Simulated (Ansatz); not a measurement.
# How well the gap of SrHgGeSe4 (Ama2) can be computed, part 3 of 3

Wanted: the gap of SrHgGeSe4 (Ama2) by functionals, hybrids and G0W0, carried to the basis limit, with what remains uncertain.

Ansatz 0.2.0; density functionals, hybrids, G0W0, plane waves, PAW. Known limits of the many-body steps: not at the basis limit; no spin-orbit coupling; coarse k mesh.

So far. Step 12 (G0W0, 2×2×2 mesh, 407 empty bands, screening to 60 eV …): Against the run with 2×2×2 mesh, 144 empty bands, screening to 30 eV, PAW set soft_1 files, the gap moves by −0.018 eV.

In doubt: masses and optical values from hybrid runs of this build are listed as unsure (step 14), which bears on the screening that GW takes from such a start.

### Step 13. G0W0, 2×2×2 mesh, 877 empty bands, screening to 100 eV, PAW set soft_1 files

Level of this step: G0W0 on PBE, plane waves, PAW; PAW set soft_1 (Ansatz).

input.yaml reads:

```yaml
crystal:
  lattice:
    - [10.8375, 0.0, 0.0]
    - [0.0, 5.3728, 3.31885]
    - [0.0, -5.3728, 3.31885]
  atoms:
    - { symbol: Sr, position: [0.0, 0.2560433466, 0.2560433466] }
    - { symbol: Sr, position: [0.5, 0.2560433466, 0.2560433466] }
    - { symbol: Ge, position: [0.25, 0.9567885199, 0.5195787844] }
    - { symbol: Ge, position: [0.75, 0.5195787844, 0.9567885199] }
    - { symbol: Hg, position: [0.25, 0.5280692319, 0.8556187453] }
    - { symbol: Hg, position: [0.75, 0.8556187453, 0.5280692319] }
    - { symbol: Se, position: [0.0730524407, 0.1828143308, 0.7237791204] }
    - { symbol: Se, position: [0.9269475593, 0.7237791204, 0.1828143308] }
    - { symbol: Se, position: [0.4269475593, 0.1828143308, 0.7237791204] }
    - { symbol: Se, position: [0.5730524407, 0.7237791204, 0.1828143308] }
    - { symbol: Se, position: [0.25, 0.9728837483, 0.1441951116] }
    - { symbol: Se, position: [0.75, 0.1441951116, 0.9728837483] }
    - { symbol: Se, position: [0.25, 0.5501429265, 0.4178893364] }
    - { symbol: Se, position: [0.75, 0.4178893364, 0.5501429265] }
kpoints:
  mp_grid: { grid: [2, 2, 2] }
hamiltonian:
  xc: pbe
  pseudopotentials: { kind: paw, azcp: { folder: soft_1 } }
scf:
  occupations: { method: fixed }
gw:
  n_empty_bands: 877
  ecut_chi: 100.0
  qp_bands: [v4, c4]
  qp_kpoints: band_edges
  screening: { model: contour_deformation }
```

Run with:

```
> ansatz run input.yaml --threads 2 --pin off --max-ram 92160MiB --backend cuda --events-out ev --progress --plain --runs-dir out --devices 1 --max-vram 13GiB
```

Numbers of over 12 decimals in the logs are rounded to 6 here.

Log:

```text
GPUs: using 1 of 1 available (devices: 1).
[...]
GPU FFT provider: cuFFT
GPU libraries: cuBLAS 13.8.2, cuFFT 12.4.0, cuSOLVER 12.3.4
Crystal: 14 atoms, lattice volume = 386.498 Å³
Basis set: ecut = 420 eV, 7535 PW (Γ)
Bands: 130, of which v1, the nominal top of the filled ones, is band 108 counted from 1 (107 counted from 0)
Symmetry: 4 space group operations
[...]
k-points: 6 of 8
[...]
GPU buffer pool allocated for 151875 grid points (all kernels)
[...]
SCF iter   1: F=—  HF=-87077.200748 eV  |F-HF|=—  |Δ(HF+E_count)|=         —  Δρ=4.05e-2  dr2=1.16e1  ethr=3.10e-3  ⟨swp⟩=6.5  Hψ=2537  notcnv=0  defer=112
[...]
SCF iter  11: F=-87073.106208 eV  HF=-87073.106208 eV  |F-HF|=4.97e-8  |Δ(HF+E_count)|=   5.63e-7  Δρ=2.84e-6  dr2=5.65e-8  ethr=4.63e-11  ⟨swp⟩=13.7  Hψ=4057  notcnv=0
SCF 1 converged in 11 iterations: F = -87073.106208 eV  dr2 = 5.65e-8
[...]
G₀W₀ screening: q 1/6
[... further progress lines ...]
[...]
SCF converged after 11 iterations
Free energy (F): -87073.106208 eV
[...]
Internal energy: -87073.106208 eV  (E = F + TS)
E sigma→0 (E₀):  -87073.106208 eV
Fermi energy:    7.327226 eV
[...]
--- Band table (eV; the first three rows and the last of 6) ---
  k-point 0: bands = [... 104 lower, 6.7880, 6.8119, 6.8815, 6.9276, 8.7138, 9.2301, 9.6663, 10.1852, ... 18 higher]
  k-point 1: bands = [... 104 lower, 6.3749, 6.6398, 6.6781, 6.7549, 8.6975, 9.3297, 9.4456, 10.0309, ... 18 higher]
  k-point 2: bands = [... 104 lower, 6.8373, 6.8876, 7.1171, 7.3272, 8.4482, 9.4679, 9.9074, 10.0456, ... 18 higher]
  k-point 5: bands = [... 104 lower, 6.5325, 6.5325, 7.1821, 7.1821, 9.0400, 9.0400, 10.0635, 10.0635, ... 18 higher]
[...]
0   105      6.7880   -17.9458     2.0070   -15.3622  0.7399     6.2021     6.2114  root
     0   106      6.8119   -17.8867     1.8866   -15.4628  0.7380     6.2666     6.2747  root
     0   107      6.8815   -17.9964     1.8522   -15.6095  0.7422     6.3393     6.3468  root
     0   108      6.9276   -18.1989     1.8839   -15.7408  0.7460     6.3455     6.3535  root
     0   109      8.7138   -10.9576    -3.3811   -14.6569  0.7711     9.0337     9.0320  root
     0   110      9.2301   -10.8650    -3.4942   -14.7346  0.7590     9.6085     9.6054  root
     0   111      9.6663   -11.4776    -3.6911   -15.5435  0.7533    10.0428    10.0412  root
     0   112     10.1852   -11.2708    -3.9299   -15.6216  0.7331    10.6122    10.6061  root
     1   105      6.3749   -17.4534     2.2118   -14.6425  0.7274     5.7625     5.7758  root
     1   106      6.6398   -17.8449     2.0524   -15.2174  0.7356     6.0547     6.0649  root
     1   107      6.6781   -18.6743     2.0227   -16.1394  0.7333     6.1560     6.1659  root
     1   108      6.7549   -17.8410     2.0539   -15.2072  0.7365     6.1651     6.1751  root
     1   109      8.6975   -10.7447    -3.3923   -14.4347  0.7666     8.9967     8.9952  root
     1   110      9.3297   -10.7323    -3.5432   -14.6083  0.7584     9.6650     9.6625  root
     1   111      9.4456   -11.0690    -3.6441   -15.1082  0.7520     9.8450     9.8406  root
     1   112     10.0309   -10.0216    -3.8653   -14.2215  0.7524    10.3689    10.3655  root
     2   105      6.8373   -17.9460     1.9797   -15.3745  0.7449     6.2367     6.2456  root
     2   106      6.8876   -18.1270     1.9667   -15.6430  0.7338     6.3592     6.3703  root
     2   107      7.1171   -18.0310     1.8452   -15.6493  0.7416     6.5735     6.5806  root
     2   108      7.3272   -18.8622     1.9278   -16.4212  0.7404     6.8070     6.8140  root
     2   109      8.4482   -10.1597    -3.2687   -13.7094  0.7681     8.7304     8.7292  root
     2   110      9.4679   -11.1282    -3.5634   -15.0489  0.7457     9.8261     9.8252  root
     2   111      9.9074   -10.7948    -3.7808   -14.9555  0.7581    10.2917    10.2873  root
     2   112     10.0456    -9.5502    -3.8602   -13.7357  0.7645    10.3735    10.3708  root
[...]
5   105      6.5325   -17.7826     2.1215   -15.0661  0.7349     5.9259     5.9375  root
     5   106      6.5325   -17.7826     2.1215   -15.0661  0.7349     5.9259     5.9375  root
     5   107      7.1821   -18.6169     1.9316   -16.1680  0.7387     6.6571     6.6650  root
     5   108      7.1821   -18.6169     1.9316   -16.1680  0.7387     6.6571     6.6650  root
     5   109      9.0400   -10.7787    -3.4214   -14.5211  0.7575     9.3635     9.3610  root
     5   110      9.0400   -10.7787    -3.4214   -14.5211  0.7575     9.3635     9.3610  root
     5   111     10.0635   -10.4477    -3.7964   -14.5975  0.7569    10.4204    10.4169  root
     5   112     10.0635   -10.4477    -3.7964   -14.5975  0.7569    10.4204    10.4169  root
```

Wall time 34 s (1 × NVIDIA H100 80GB HBM3 (shared by 6 runs) with 2 threads of AMD EPYC 7R13 (Zen 3), shared host); peak memory 3 GiB; 53 s of CPU time.

This step gave:

```yaml
bands_summed: 985
rpa_eps_infinity_on_this_mesh_eigenvalues: 6.670, 7.538, 10.44
plane_waves_in_the_screening_matrix: 889
q_points_in_the_mesh: 8
g0w0_gap_on_the_mesh: 1.915 eV
k_of_the_valence_top: 0, -0.5, -0.5
k_of_the_conduction_bottom: 0, -0.5, -0.5
starting_gap_on_the_mesh: 1.121 eV
z_at_the_valence_top: 0.7404
z_at_the_conduction_bottom: 0.7681
least_direct_g0w0_gap_on_the_computed_points: 1.915 eV
```

Against the run with 2×2×2 mesh, 407 empty bands, screening to 60 eV, PAW set soft_1 files, the gap moves by +0.04 eV.

Limits: finite bands, cutoff and mesh; no spin-orbit coupling; coarse k mesh. v1 is the top filled band, c1 the lowest empty one. Levels before and after the correction, in eV, zero at the valence-band top of each column:

|  | conduction bottom | valence top |
| --- | --- | --- |
| Kohn-Sham | 1.12 | 0.00 |
| G0W0 | 1.92 | 0.00 |

|  | level | occupation | energy (eV) |
| --- | --- | --- | --- |
| Kohn-Sham | (0 -0.5 -0.5) v4 | 2 | -0.490 |
| Kohn-Sham | (0 -0.5 -0.5) v3 | 2 | -0.440 |
| Kohn-Sham | (0 -0.5 -0.5) v2 | 2 | -0.210 |
| Kohn-Sham | (0 -0.5 -0.5) v1 | 2 | 0.000 |
| Kohn-Sham | (0 -0.5 -0.5) c1 | 0 | 1.121 |
| Kohn-Sham | (0 -0.5 -0.5) c2 | 0 | 2.141 |
| Kohn-Sham | (0 -0.5 -0.5) c3 | 0 | 2.580 |
| Kohn-Sham | (0 -0.5 -0.5) c4 | 0 | 2.718 |
| G0W0 | (0 -0.5 -0.5) v4 | 2 | -0.568 |
| G0W0 | (0 -0.5 -0.5) v3 | 2 | -0.444 |
| G0W0 | (0 -0.5 -0.5) v2 | 2 | -0.233 |
| G0W0 | (0 -0.5 -0.5) v1 | 2 | 0.000 |
| G0W0 | (0 -0.5 -0.5) c1 | 0 | 1.915 |
| G0W0 | (0 -0.5 -0.5) c2 | 0 | 3.011 |
| G0W0 | (0 -0.5 -0.5) c3 | 0 | 3.473 |
| G0W0 | (0 -0.5 -0.5) c4 | 0 | 3.557 |

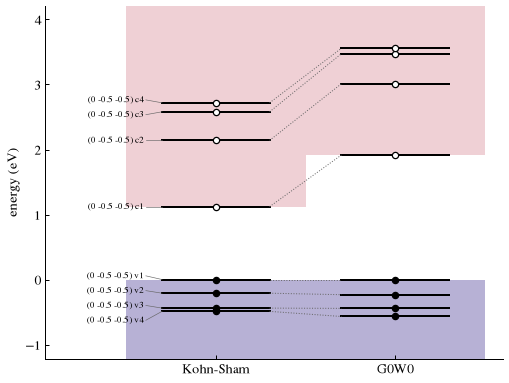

Levels before and after the correction. Shaded: valence and conduction bands. Filled marks are occupied levels, open marks empty ones.

The parts of the quasiparticle energy at the two band edges (eV; QP = start + Σx + Σc − Vxc):

| run | edge | start | Σx | Σc | Vxc | Z | QP |
| --- | --- | --- | --- | --- | --- | --- | --- |
| 252 bands | valence top | 7.33 | -18.86 | 2.54 | -16.42 | 0.75 | 7.43 |
| 252 bands | conduction bottom | 8.45 | -10.16 | -2.67 | -13.71 | 0.78 | 9.33 |
| 515 bands | valence top | 7.33 | -18.86 | 2.20 | -16.42 | 0.74 | 7.09 |
| 515 bands | conduction bottom | 8.45 | -10.16 | -3.03 | -13.71 | 0.77 | 8.97 |
| 985 bands | valence top | 7.33 | -18.86 | 1.93 | -16.42 | 0.74 | 6.81 |
| 985 bands | conduction bottom | 8.45 | -10.16 | -3.27 | -13.71 | 0.77 | 8.73 |

### Step 14. G0W0@HSE06, 2×2×2 mesh, 407 empty bands, screening to 60 eV, PAW set soft_1 files

The same correction from a different start measures what one shot leaves open. Bands and cutoff differ from the step before, so it is read against an earlier run that matches them.

This step: G0W0 on HSE06, plane waves, PAW; PAW set soft_1.

Changes to input.yaml since step 13:

```diff
@@ -23,3 +23,3 @@
 hamiltonian:
-  xc: pbe
+  xc: hse06
   pseudopotentials: { kind: paw, azcp: { folder: soft_1 } }
@@ -28,4 +28,4 @@
 gw:
-  n_empty_bands: 877
-  ecut_chi: 100.0
+  n_empty_bands: 407
+  ecut_chi: 60
   qp_bands: [v4, c4]
```

Log:

```text
GPUs: using 1 of 1 available (devices: 1).
[...]
GPU FFT provider: cuFFT
GPU libraries: cuBLAS 13.8.2, cuFFT 12.4.0, cuSOLVER 12.3.4
Crystal: 14 atoms, lattice volume = 386.498 Å³
Basis set: ecut = 420 eV, 7535 PW (Γ)
Bands: 130, of which v1, the nominal top of the filled ones, is band 108 counted from 1 (107 counted from 0)
Symmetry: 4 space group operations
[...]
k-points: 6 of 8
[...]
0   111     10.0436   -11.0526    -3.3726   -14.9847  0.7948    10.6081    10.6032  root
     0   112     10.6071   -10.8720    -3.4887   -14.9501  0.7787    11.2037    11.1966  root
[...]
5   109      9.3226   -10.2629    -3.1244   -13.9109  0.7953     9.8500     9.8463  root
     5   110      9.3226   -10.2629    -3.1244   -13.9109  0.7953     9.8500     9.8463  root
     5   111     10.4461    -9.9333    -3.4369   -13.8587  0.7964    10.9386    10.9347  root
     5   112     10.4461    -9.9333    -3.4369   -13.8587  0.7964    10.9386    10.9347  root
[key lines of the parts left out:]
Free energy (F): -87099.171217 eV
Fermi energy:    6.780322 eV
```

The job ended after 1.8 min (1 × NVIDIA H100 80GB HBM3 (shared by 6 runs) with 2 threads; peak memory 2.8 GiB; 2.4 min of CPU time).

Numbers from this step:

| Property | Result |
| --- | --- |
| bands summed | 515 |
| RPA ε∞ on this mesh (eigenvalues) | 5.013, 5.642, 7.288 |
| plane waves in the screening matrix | 391 |
| G0W0 gap on the mesh | 2.293 eV |
| k of the valence top | 0, -0.5, -0.5 |
| k of the conduction bottom | 0, -0.5, -0.5 |
| starting gap on the mesh | 1.920 eV |
| least direct G0W0 gap on the computed points | 2.293 eV |

Against the run with 2×2×2 mesh, 407 empty bands, screening to 60 eV, PAW set soft_1 files on PBE, the gap moves by +0.41 eV, while the start moved by +0.80 eV.

### Step 15. G0W0@PBE, 2×2×2 mesh, 407 empty bands, screening to 60 eV, plasmon pole, PAW set soft_1 files

A plasmon pole stands in for the full frequency dependence of the screening; this run shows what that costs in accuracy.

This step: G0W0 on PBE, plane waves, PAW; PAW set soft_1.

Changes to input.yaml since step 14:

```diff
@@ -23,3 +23,3 @@
 hamiltonian:
-  xc: hse06
+  xc: pbe
   pseudopotentials: { kind: paw, azcp: { folder: soft_1 } }
@@ -32,2 +32,2 @@
   qp_kpoints: band_edges
-  screening: { model: contour_deformation }
+  screening: { model: godby_needs }
```

Log:

```text
GPUs: using 1 of 1 available (devices: 1).
[...]
GPU FFT provider: cuFFT
GPU libraries: cuBLAS 13.8.2, cuFFT 12.4.0, cuSOLVER 12.3.4
Crystal: 14 atoms, lattice volume = 386.498 Å³
Basis set: ecut = 420 eV, 7535 PW (Γ)
Bands: 130, of which v1, the nominal top of the filled ones, is band 108 counted from 1 (107 counted from 0)
Symmetry: 4 space group operations
[...]
k-points: 6 of 8
[...]
0   112     10.1852   -11.2708    -3.5507   -15.6216  0.7926    10.9904    10.9853  root
[...]
5   109      9.0400   -10.7787    -3.1282   -14.5211  0.7988     9.6563     9.6542  root
     5   110      9.0400   -10.7787    -3.1282   -14.5211  0.7988     9.6563     9.6542  root
     5   111     10.0635   -10.4477    -3.4860   -14.5975  0.8028    10.7296    10.7273  root
     5   112     10.0635   -10.4477    -3.4860   -14.5975  0.8028    10.7296    10.7273  root
[key lines of the parts left out:]
SCF converged after 11 iterations
Free energy (F): -87073.106208 eV
Fermi energy:    7.327226 eV
```

Wall time 31 s (1 × NVIDIA H100 80GB HBM3 (shared by 6 runs) with 2 threads); peak memory 2 GiB; 39 s of CPU time.

Numbers from this step:

```
bands summed                                 : 515
plasmon-pole fit frequency                   : 27.76 eV
RPA ε∞ on this mesh (eigenvalues)            : 6.696, 7.595, 10.52
plane waves in the screening matrix          : 391
G0W0 gap on the mesh                         : 1.895 eV
k of the valence top                         : 0, -0.5, -0.5
k of the conduction bottom                   : 0, -0.5, -0.5
starting gap on the mesh                     : 1.121 eV
least direct G0W0 gap on the computed points : 1.895 eV
```

Against the run with 2×2×2 mesh, 407 empty bands, screening to 60 eV, PAW set soft_1 files, the gap moves by +0.015 eV.

### Step 16. G0W0@PBE, 2×2×2 mesh, 407 empty bands, screening to 60 eV, hard PAW files

Other atomic data (hard PAW) test the pseudisation: the cutoff goes from 420 to 820 eV, with the same valence electrons.

This step: G0W0 on PBE, plane waves, PAW.

Changes to input.yaml since step 15:

```diff
@@ -24,3 +24,3 @@
   xc: pbe
-  pseudopotentials: { kind: paw, azcp: { folder: soft_1 } }
+  pseudopotentials: { kind: paw, source: ansatz }
 scf:
@@ -32,2 +32,2 @@
   qp_kpoints: band_edges
-  screening: { model: godby_needs }
+  screening: { model: contour_deformation }
```

Log:

```text
GPUs: using 1 of 1 available (devices: 1).
[...]
GPU FFT provider: cuFFT
GPU libraries: cuBLAS 13.8.2, cuFFT 12.4.0, cuSOLVER 12.3.4
Crystal: 14 atoms, lattice volume = 386.498 Å³
Basis set: ecut = 820 eV, 20593 PW (Γ)
Bands: 130, of which v1, the nominal top of the filled ones, is band 108 counted from 1 (107 counted from 0)
Symmetry: 4 space group operations
[...]
k-points: 6 of 8
[...]
0   112     10.9644   -11.2723    -3.6550   -15.6207  0.7361    11.6780    11.6580  root
[...]
5   109      9.8188   -10.7792    -3.1653   -14.5206  0.7602    10.4029    10.3947  root
     5   110      9.8188   -10.7792    -3.1653   -14.5206  0.7602    10.4029    10.3947  root
     5   111     10.8425   -10.4407    -3.5426   -14.5876  0.7598    11.4576    11.4467  root
     5   112     10.8425   -10.4407    -3.5426   -14.5876  0.7598    11.4576    11.4467  root
[key lines of the parts left out:]
SCF converged after 11 iterations
Free energy (F): -87147.046549 eV
Fermi energy:    8.104086 eV
```

It took 38 s on 1 × NVIDIA H100 80GB HBM3 (shared by 6 runs) with 2 threads; peak memory 3.1 GiB.

Numbers from this step:

```
bands summed                                 : 515
RPA ε∞ on this mesh (eigenvalues)            : 6.688, 7.585, 10.50
plane waves in the screening matrix          : 391
G0W0 gap on the mesh                         : 1.885 eV
k of the valence top                         : 0, -0.5, -0.5
k of the conduction bottom                   : 0, -0.5, -0.5
starting gap on the mesh                     : 1.123 eV
least direct G0W0 gap on the computed points : 1.885 eV
```

Against the run with 2×2×2 mesh, 407 empty bands, screening to 60 eV, PAW set soft_1 files, the gap moves by +0.005 eV.

### Step 17. G0W0@r2SCAN, 2×2×2 mesh, 407 empty bands, screening to 60 eV, PAW set soft_1 files

This step: G0W0 on r2SCAN, plane waves, PAW; PAW set soft_1.

Changes to input.yaml since step 16:

```diff
@@ -23,4 +23,4 @@
 hamiltonian:
-  xc: pbe
-  pseudopotentials: { kind: paw, source: ansatz }
+  xc: r2scan
+  pseudopotentials: { kind: paw, azcp: { folder: soft_1 } }
 scf:
```

Log:

```text
GPUs: using 1 of 1 available (devices: 1).
[...]
GPU FFT provider: cuFFT
GPU libraries: cuBLAS 13.8.2, cuFFT 12.4.0, cuSOLVER 12.3.4
Crystal: 14 atoms, lattice volume = 386.498 Å³
Basis set: ecut = 500 eV, 9825 PW (Γ), exchange–correlation on 320×192×192 points (64 copies of the dense FFT grid, shifted against one another)
Bands: 130, of which v1, the nominal top of the filled ones, is band 108 counted from 1 (107 counted from 0)
[...]
0   112     10.2105   -11.2116    -3.6114   -15.6652  0.7557    11.0783    11.0528  root
[...]
5   109      9.0432   -10.6828    -3.1623   -14.5657  0.7760     9.7752     9.7638  root
     5   110      9.0432   -10.6828    -3.1623   -14.5657  0.7760     9.7752     9.7638  root
     5   111     10.1395   -10.4362    -3.5175   -14.6634  0.7757    10.8612    10.8491  root
     5   112     10.1395   -10.4362    -3.5175   -14.6634  0.7757    10.8612    10.8491  root
[key lines of the parts left out:]
SCF converged after 10 iterations
Free energy (F): -87213.245734 eV
Fermi energy:    7.048095 eV
```

The job ended after 25 s (1 × NVIDIA H100 80GB HBM3 (shared by 6 runs) with 2 threads; peak memory 2.7 GiB).

This step gave:

* bands summed: 515
* RPA ε∞ on this mesh (eigenvalues): 5.623, 6.356, 8.542
* plane waves in the screening matrix: 391
* G0W0 gap on the mesh: 2.086 eV
* k of the valence top: 0, -0.5, -0.5
* k of the conduction bottom: 0, -0.5, -0.5
* starting gap on the mesh: 1.406 eV
* least direct G0W0 gap on the computed points: 2.086 eV

Against the run with 2×2×2 mesh, 407 empty bands, screening to 60 eV, PAW set soft_1 files on HSE06, the gap moves by −0.21 eV, while the start moved by −0.51 eV.

### Step 18. The ladder

Times are wall times on 1 × NVIDIA H100 80GB HBM3 (shared by 6 runs) with 2 threads of AMD EPYC 7R13 (Zen 3), shared host, good to a factor of about two. G0W0 rows are gaps on the mesh, lowered by the amount that the mesh misses the start's edges, a rough step that assumes the same correction there.

| level | gap (eV) | least direct gap (eV) | time |
| --- | --- | --- | --- |
| PBE | 1.10 | 1.10 | 18 s |
| LDA | 0.97 | 0.97 | 18 s |
| PBE+SOC | 1.07 | 1.07 | 15 s |
| r2SCAN | 1.39 | 1.39 | 19 s |
| HSE06 | 1.90 | 1.90 | 3.1 min |
| PBE0 | 2.57 | 2.57 | 3.1 min |
| DDH-PBE0 | 1.81 | 1.81 | 4.3 min |
| G0W0@PBE (144 empty bands) | 1.90 | - | 16 s |
| G0W0@PBE (407 empty bands) | 1.88 | - | 22 s |
| G0W0@PBE (877 empty bands) | 1.92 | - | 34 s |
| G0W0@HSE06 (407 empty bands) | 2.29 | - | 1.8 min |
| G0W0@PBE (407 empty bands, plasmon pole) | 1.89 | - | 31 s |
| G0W0@PBE (407 empty bands, hard PAW) | 1.88 | - | 38 s |
| G0W0@r2SCAN (407 empty bands) | 2.09 | - | 25 s |

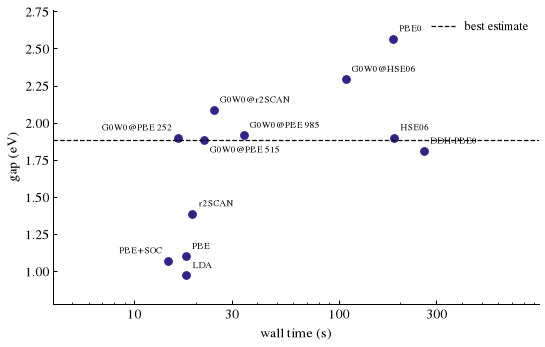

Result against wall time.

### Step 19. Adding up the best estimate

| term | eV | running total (eV) |
| --- | --- | --- |
| G0W0 on the mesh, top rung | 1.915 | 1.915 |
| to the limit (rungs level) | +0.000 | 1.915 |
| spin-orbit change, from PBE | −0.030 | 1.885 |

Changes that are not added in, each against a run with equal bands and cutoff:

| change | eV |
| --- | --- |
| start HSE06 | +0.41 |
| plasmon pole in place of full frequency | +0.01 |
| hard PAW files | +0.005 |
| start r2SCAN | +0.21 |

### Step 20. Outcome

```yaml
pbe_gap: 1.10 eV, direct
hse06: 1.90 eV
pbe0: 2.57 eV
ddh_pbe0: 1.81 eV
g0w0_top_rung_on_the_mesh: 1.92 eV
best_estimate_g0w0_pbe_with_spin_orbit_change: 1.89 eV
gw_settings_of_the_top_rung: 2×2×2 mesh, 877 empty bands, screening to 100 eV, PAW set soft_1 files
known_limits: one-shot GW, static lattice; one k mesh, untested; coarse k mesh
```

In words: The best estimate for G0W0@PBE is 1.89 eV, direct on the mesh, against 1.07 eV at the start (both with spin-orbit coupling). The rungs lie within 0.04 eV of each other (1.898, 1.880 and 1.915 eV), no line can be drawn, and the top one is taken as the limit, which leaves about that much open. Of the changes left open the largest, +0.41 eV, comes from starting at HSE06. Among the functionals HSE06 comes nearest: −0.02 eV from the estimate without its spin-orbit term (1.92 eV). That ranking leans on the start chosen for G0W0. The RPA ε∞ on the GW mesh averages 8.2 against 8.0 from perturbation theory, which takes a denser mesh of its own and holds the xc response as well. All runs took 24 min, 19 % of it in G0W0. The 2×2×2 mesh is coarse for this cell (its supercell is 13 Å along the shortest edge). The RPA ε∞ on it, from the PBE start, is 6.67, 7.54 and 10.44; such meshes misread the long-range screening, most where the gap is narrow.

[Paths, hosts, dates, memory and timing lines, banners, echoed tables and standing remarks are left out of the program output.]

[Logs are printed without paths, hosts, clocks, repeated set-up lines and the standing remarks that a program may print on its own settings, such as how far it seeks lower states.]

[Runs of the session that timed out or met a known fault of the program may be left out.]

[Cells called generated may have been cut or substituted from an entry of the Crystallography Open Database or the Materials Project.]

[Hosts, paths, dates, database ids (printed as entryN), source tags and the programs' standing remarks are cut or masked in the printed files.]
